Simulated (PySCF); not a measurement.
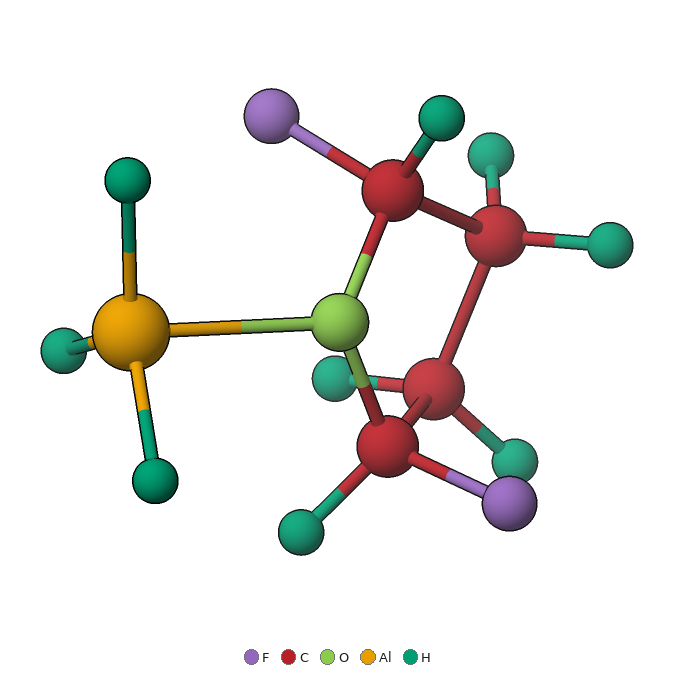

The computed structure is the end point of a GFN2-xTB optimisation. No frequency run is at hand to confirm it as a minimum. Method: PBE0/pcSseg-1, gas phase (PySCF 2.14.0).

What is the dipole moment?

Answer. 5.37 D.

What is the HOMO energy (Kohn–Sham orbital)?

Answer. −7.47 eV.

Estimate the LUMO energy (Kohn–Sham orbital).

Answer. 0.44 eV.

The geometry is semi-empirical. Around Al such bond lengths and angles can be off by a tenth of an ångström or more and by several degrees, and values that hang on the shape move with them.
